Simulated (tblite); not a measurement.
# Geometry relaxation of C₁₁H₁₄ (part 2 of 2)

The same run, continued: C₁₁H₁₄, SMILES CC(C)c1ccc2c(c1)CC2; GFN2-xTB geometry optimisation, gas phase (tblite 0.8.0). 

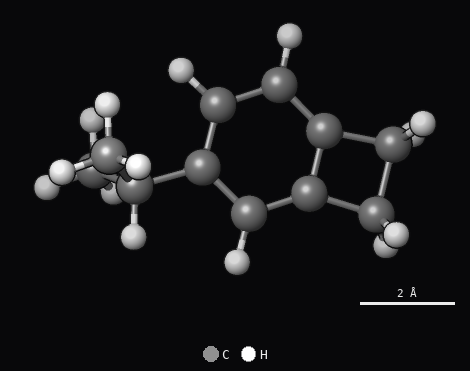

Figure 1. The geometry at step 35 of the log (ball-and-stick view, seen on its broad side).

Trajectory as extended XYZ, continued:
```
25
Properties=species:S:1:pos:R:3:forces:R:3 step=23 energy=-834.45508
C    -2.7864    0.6526   -0.9335    0.0140   0.0000   0.0000
C    -2.0549   -0.3205   -0.0068    0.0080  -0.0050   0.0160
C    -2.6480   -0.2698    1.4029    0.0090   0.0020   0.0160
C    -0.5659   -0.0515    0.0127   -0.0080   0.0030  -0.0120
C    -0.0650    1.1665    0.4623   -0.0160   0.0040   0.0100
C     1.2985    1.4619    0.4986   -0.0370  -0.0150  -0.0030
C     2.1340    0.4677    0.0579   -0.0060   0.0020   0.0050
C     1.6462   -0.7570   -0.3945    0.0000   0.0070   0.0010
C     0.3083   -1.0509   -0.4324    0.0020  -0.0060   0.0030
C     3.0254   -1.2911   -0.6842    0.0080   0.0020  -0.0010
C     3.5699    0.0767   -0.1807    0.0040  -0.0200  -0.0080
H    -3.8412    0.3923   -0.9960    0.0040   0.0020   0.0110
H    -2.3622    0.6131   -1.9341    0.0130   0.0120  -0.0090
H    -2.7063    1.6720   -0.5650    0.0070   0.0090  -0.0060
H    -2.2053   -1.3337   -0.3966   -0.0030  -0.0030  -0.0070
H    -2.5638    0.7292    1.8229    0.0030   0.0030   0.0030
H    -3.7010   -0.5448    1.3794    0.0110   0.0130  -0.0100
H    -2.1263   -0.9630    2.0591    0.0130   0.0020   0.0020
H    -0.7592    1.9216    0.8016   -0.0150   0.0010  -0.0010
H     1.6493    2.4197    0.8562   -0.0150  -0.0180  -0.0090
H    -0.0740   -1.9991   -0.7832   -0.0020  -0.0090  -0.0030
H     3.2234   -1.5040   -1.7337    0.0050  -0.0030   0.0030
H     3.3198   -2.1496   -0.0822    0.0020   0.0020  -0.0060
H     4.0870    0.6664   -0.9366    0.0000   0.0030   0.0150
H     4.1866    0.0195    0.7152   -0.0020   0.0120  -0.0070
25
Properties=species:S:1:pos:R:3:forces:R:3 step=27 energy=-834.45577
C    -2.7829    0.6543   -0.9342    0.0010   0.0100   0.0050
C    -2.0576   -0.3238   -0.0064   -0.0010   0.0070  -0.0200
C    -2.6444   -0.2687    1.4060    0.0020   0.0070  -0.0150
C    -0.5689   -0.0567    0.0107    0.0060  -0.0070  -0.0080
C    -0.0715    1.1625    0.4606    0.0040  -0.0140   0.0050
C     1.2911    1.4576    0.4976    0.0120   0.0100  -0.0010
C     2.1309    0.4664    0.0584   -0.0040  -0.0030  -0.0110
C     1.6457   -0.7582   -0.3953   -0.0060  -0.0210   0.0020
C     0.3078   -1.0543   -0.4337    0.0050  -0.0110  -0.0010
C     3.0265   -1.2900   -0.6839   -0.0050  -0.0070  -0.0070
C     3.5683    0.0776   -0.1803   -0.0100   0.0220   0.0130
H    -3.8398    0.4020   -0.9994    0.0190  -0.0090   0.0070
H    -2.3556    0.6165   -1.9344   -0.0010  -0.0050   0.0150
H    -2.6983    1.6729   -0.5642    0.0080   0.0050  -0.0020
H    -2.2132   -1.3359   -0.3975    0.0030   0.0040   0.0070
H    -2.5573    0.7316    1.8219    0.0150   0.0030   0.0110
H    -3.6980   -0.5395    1.3877   -0.0020  -0.0060  -0.0070
H    -2.1198   -0.9616    2.0604    0.0010   0.0080   0.0040
H    -0.7651    1.9180    0.7998   -0.0200  -0.0050  -0.0030
H     1.6419    2.4148    0.8540   -0.0120   0.0180   0.0070
H    -0.0707   -2.0039   -0.7851   -0.0110   0.0000   0.0010
H     3.2256   -1.5022   -1.7328    0.0060  -0.0040  -0.0140
H     3.3230   -2.1482   -0.0829   -0.0010  -0.0040   0.0040
H     4.0865    0.6693   -0.9334   -0.0090   0.0040  -0.0050
H     4.1848    0.0237    0.7155    0.0000  -0.0040   0.0120
25
Properties=species:S:1:pos:R:3:forces:R:3 step=31 energy=-834.45618
C    -2.7799    0.6570   -0.9337    0.0060  -0.0030   0.0000
C    -2.0582   -0.3245   -0.0079    0.0100   0.0010   0.0170
C    -2.6415   -0.2668    1.4060    0.0020   0.0010   0.0070
C    -0.5694   -0.0607    0.0083    0.0040  -0.0020   0.0100
C    -0.0746    1.1586    0.4606    0.0080   0.0060  -0.0110
C     1.2875    1.4563    0.4969   -0.0080   0.0030   0.0040
C     2.1275    0.4653    0.0572    0.0060  -0.0030   0.0080
C     1.6453   -0.7613   -0.3954   -0.0060   0.0120  -0.0050
C     0.3075   -1.0586   -0.4347    0.0040   0.0000  -0.0020
C     3.0272   -1.2899   -0.6845    0.0050   0.0060   0.0050
C     3.5659    0.0798   -0.1787    0.0010  -0.0150  -0.0090
H    -3.8363    0.4061   -0.9998   -0.0070   0.0000   0.0050
H    -2.3514    0.6179   -1.9327    0.0020  -0.0010  -0.0100
H    -2.6917    1.6752   -0.5637    0.0010   0.0030   0.0030
H    -2.2177   -1.3366   -0.3971    0.0010   0.0060  -0.0020
H    -2.5504    0.7332    1.8229    0.0010  -0.0010  -0.0060
H    -3.6956   -0.5370    1.3910    0.0080   0.0040  -0.0050
H    -2.1159   -0.9587    2.0609   -0.0030   0.0000  -0.0080
H    -0.7716    1.9130    0.7975    0.0060  -0.0200  -0.0050
H     1.6347    2.4151    0.8540   -0.0020  -0.0010  -0.0010
H    -0.0714   -2.0077   -0.7864   -0.0090  -0.0070  -0.0010
H     3.2279   -1.5016   -1.7341   -0.0010   0.0040   0.0130
H     3.3246   -2.1478   -0.0831    0.0010   0.0030  -0.0040
H     4.0838    0.6721   -0.9320   -0.0100   0.0030   0.0020
H     4.1826    0.0258    0.7177   -0.0170   0.0010  -0.0050
25
Properties=species:S:1:pos:R:3:forces:R:3 step=35 energy=-834.45632
C    -2.7783    0.6577   -0.9335    0.0000  -0.0010   0.0000
C    -2.0575   -0.3245   -0.0073   -0.0010   0.0000  -0.0040
C    -2.6402   -0.2659    1.4064    0.0010   0.0000   0.0000
C    -0.5689   -0.0626    0.0086    0.0000  -0.0010  -0.0040
C    -0.0749    1.1572    0.4592    0.0000  -0.0030   0.0010
C     1.2864    1.4561    0.4969    0.0030   0.0010  -0.0010
C     2.1267    0.4649    0.0578   -0.0010  -0.0010  -0.0030
C     1.6448   -0.7615   -0.3961   -0.0020  -0.0030   0.0010
C     0.3075   -1.0603   -0.4354    0.0010  -0.0010   0.0000
C     3.0273   -1.2895   -0.6842   -0.0020  -0.0010  -0.0010
C     3.5648    0.0798   -0.1788   -0.0020   0.0050   0.0030
H    -3.8352    0.4075   -0.9991    0.0030   0.0030   0.0030
H    -2.3500    0.6182   -1.9329   -0.0020  -0.0010   0.0020
H    -2.6894    1.6760   -0.5634    0.0000  -0.0030  -0.0010
H    -2.2188   -1.3360   -0.3971    0.0020   0.0000   0.0000
H    -2.5479    0.7340    1.8227   -0.0010   0.0030  -0.0010
H    -3.6942   -0.5356    1.3913   -0.0020   0.0040  -0.0010
H    -2.1147   -0.9582    2.0605    0.0000  -0.0060   0.0020
H    -0.7735    1.9093    0.7962    0.0010   0.0010   0.0000
H     1.6321    2.4153    0.8539    0.0040   0.0000  -0.0010
H    -0.0726   -2.0095   -0.7867    0.0020   0.0000   0.0010
H     3.2286   -1.5008   -1.7333    0.0000   0.0020  -0.0030
H     3.3253   -2.1474   -0.0835   -0.0010   0.0010   0.0020
H     4.0816    0.6735   -0.9314   -0.0020   0.0020  -0.0010
H     4.1800    0.0265    0.7182    0.0000  -0.0010   0.0030
25
Properties=species:S:1:pos:R:3:forces:R:3 step=39 energy=-834.45633
C    -2.7780    0.6577   -0.9334   -0.0010   0.0000   0.0000
C    -2.0574   -0.3246   -0.0074    0.0010  -0.0010   0.0010
C    -2.6399   -0.2658    1.4065   -0.0010   0.0000  -0.0010
C    -0.5688   -0.0629    0.0082    0.0000   0.0000   0.0020
C    -0.0748    1.1568    0.4592   -0.0010   0.0020   0.0000
C     1.2865    1.4561    0.4968   -0.0010  -0.0010   0.0000
C     2.1263    0.4648    0.0576    0.0010  -0.0010   0.0010
C     1.6447   -0.7617   -0.3961    0.0010   0.0010  -0.0010
C     0.3074   -1.0607   -0.4355    0.0000   0.0000  -0.0010
C     3.0272   -1.2894   -0.6843    0.0020   0.0010   0.0000
C     3.5645    0.0801   -0.1786    0.0010  -0.0020  -0.0010
H    -3.8349    0.4080   -0.9984   -0.0030   0.0000   0.0020
H    -2.3502    0.6180   -1.9328   -0.0010  -0.0010  -0.0010
H    -2.6889    1.6759   -0.5634    0.0030   0.0020   0.0010
H    -2.2186   -1.3361   -0.3972    0.0000  -0.0020   0.0000
H    -2.5477    0.7343    1.8224    0.0030  -0.0030   0.0000
H    -3.6941   -0.5346    1.3911    0.0000   0.0020   0.0000
H    -2.1148   -0.9588    2.0606   -0.0030   0.0020  -0.0010
H    -0.7736    1.9088    0.7960    0.0000   0.0020   0.0010
H     1.6326    2.4152    0.8538    0.0010  -0.0020  -0.0010
H    -0.0725   -2.0098   -0.7867    0.0000  -0.0020   0.0000
H     3.2287   -1.5004   -1.7335    0.0000   0.0010   0.0010
H     3.3252   -2.1472   -0.0832    0.0000   0.0000  -0.0010
H     4.0809    0.6740   -0.9314    0.0000   0.0010   0.0020
H     4.1794    0.0265    0.7187   -0.0010   0.0020  -0.0010
25
Properties=species:S:1:pos:R:3:forces:R:3 step=43 energy=-834.45634
C    -2.7780    0.6576   -0.9332    0.0000   0.0000   0.0000
C    -2.0572   -0.3249   -0.0075   -0.0010   0.0010  -0.0010
C    -2.6398   -0.2658    1.4062   -0.0020   0.0000   0.0010
C    -0.5687   -0.0631    0.0082   -0.0010  -0.0010  -0.0010
C    -0.0750    1.1569    0.4591    0.0000  -0.0020  -0.0010
C     1.2863    1.4559    0.4967    0.0010   0.0000   0.0000
C     2.1261    0.4645    0.0575    0.0000   0.0010   0.0000
C     1.6447   -0.7620   -0.3963    0.0000   0.0000   0.0000
C     0.3075   -1.0610   -0.4356    0.0000   0.0010   0.0010
C     3.0274   -1.2892   -0.6843   -0.0020  -0.0010   0.0000
C     3.5642    0.0802   -0.1785    0.0000   0.0020   0.0010
H    -3.8353    0.4085   -0.9972    0.0010   0.0010   0.0010
H    -2.3509    0.6175   -1.9330   -0.0030  -0.0010   0.0000
H    -2.6879    1.6759   -0.5634    0.0010  -0.0020  -0.0010
H    -2.2183   -1.3365   -0.3973   -0.0010   0.0010   0.0000
H    -2.5466    0.7341    1.8223    0.0030   0.0020   0.0010
H    -3.6943   -0.5333    1.3907   -0.0030   0.0000  -0.0010
H    -2.1157   -0.9591    2.0604    0.0000  -0.0020   0.0010
H    -0.7737    1.9089    0.7961    0.0000   0.0000   0.0000
H     1.6334    2.4147    0.8534   -0.0020   0.0010   0.0010
H    -0.0722   -2.0104   -0.7866   -0.0010   0.0020   0.0010
H     3.2286   -1.4999   -1.7335    0.0020  -0.0010  -0.0010
H     3.3252   -2.1470   -0.0832    0.0020  -0.0010  -0.0010
H     4.0804    0.6746   -0.9309    0.0020   0.0000   0.0000
H     4.1788    0.0269    0.7190    0.0020   0.0000   0.0010
```

Summary:

| quantity | value |
| --- | --- |
| outcome | converged |
| total energy | −834.4563 eV |
| wall time | 1.3 s |
| peak memory | 1.1 GiB |
